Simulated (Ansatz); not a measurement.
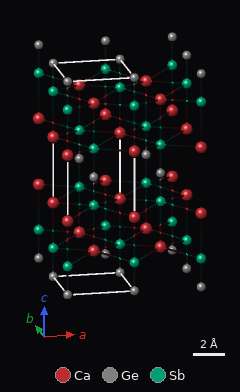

Crystalline Ca$_{2}$GeSb$_{2}$ (built on the K2NiO2-139 type type), before the relaxation. The picture is a ball-and-stick view of the conventional cell (2 times the calculation's cell), repeated 2 × 2 × 1 with one cell outlined, seen slightly off an axis. Lengths and directions refer to the drawn axes.

These are results of DFT, PBEsol, plane waves, PAW in Ansatz 0.2.0, not measurements.

Input file:
```yaml
crystal:
  lattice:
    - [-2.26548189, 2.26548189, 7.35577251]
    - [2.26548189, -2.26548189, 7.35577251]
    - [2.26548189, 2.26548189, -7.35577251]
  atoms:
    - { symbol: Ca, position: [0.6544074, 0.6544074, 0.0] }
    - { symbol: Ca, position: [0.3455926, 0.3455926, 0.0] }
    - { symbol: Ge, position: [0.0, 0.0, 0.0] }
    - { symbol: Sb, position: [0.1327108, 0.1327108, 0.0] }
    - { symbol: Sb, position: [0.8672892, 0.8672892, 0.0] }
kpoints:
  mp_grid: { grid: [6, 6, 6] }
hamiltonian:
  xc: pbesol
scf:
  occupations: { method: fermi_dirac, width: 0.03 }
relax:
  f_tol: 0.01
  cell: {}
  max_steps: 120
```

Command:
```bash
ansatz run input.yaml --threads 2 --pin off --max-ram 18432MiB --backend cpu --events-out ev --progress --plain --runs-dir out
```

Question: Where does the relaxation end?

Answer: The largest moves relative to the cell, 0.99 Å, are those of Sb4 and Sb5. Sb5 goes along −c. Largest moves by element: Sb 0.99 Å, Ca 0.90 Å. Ge stays in place. The volume changes by −16.2 %, with a = b 4.531 → 3.951 Å (−12.8 %), c 14.712 → 16.205 Å (+10.1 %). Among the contacts that change: Ca1–Ca2 4.543 → 3.204 Å, Ge3–Sb4 1.952 → 3.142 Å, Ca1–Ge3 3.927 → 3.221 Å, Ca1–Sb5 3.132 → 3.358 Å. New bonds form: Ca1–Ca2 (4.54 → 3.20 Å). Bonds break: Ge3–Sb4 (1.95 → 3.14 Å), Ge3–Sb5 (1.95 → 3.14 Å). Among the angles between lasting bonds that change: Sb4–Ca1–Sb4 168.6° → 122.3°, Ca1–Sb4–Ca1 168.6° → 122.3°, Sb4–Ca1–Sb5 95.7° → 61.1°. The space group stays I4/mmm (No. 139). The energy falls by 7.289 eV per cell of the calculation in 13 accepted moves (16 points after the start). Largest force component: 17 eV/Å at the start, 0.00085 eV/Å at the end. The pressure goes from 20.88 to 0.00 GPa. The line search rejected the trial step at point 10 of the run. The SCF was repeated twice at an unchanged geometry on a basis and grid sized afresh for the cell, which shifted the energy by 1.0 meV per cell of the calculation at most.

Final geometry:

```
CELL_PARAMETERS angstrom
-1.97558 1.97558 8.10233
1.97558 -1.97558 8.10233
1.97558 1.97558 -8.10233
ATOMIC_POSITIONS crystal
Ca 0.59886 0.59886 0.00000
Ca 0.40114 0.40114 0.00000
Ge 0.00000 0.00000 0.00000
Sb 0.19392 0.19392 0.00000
Sb 0.80608 0.80608 0.00000
```

The end point in the same view:

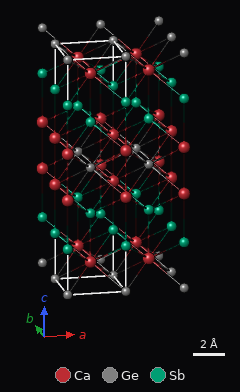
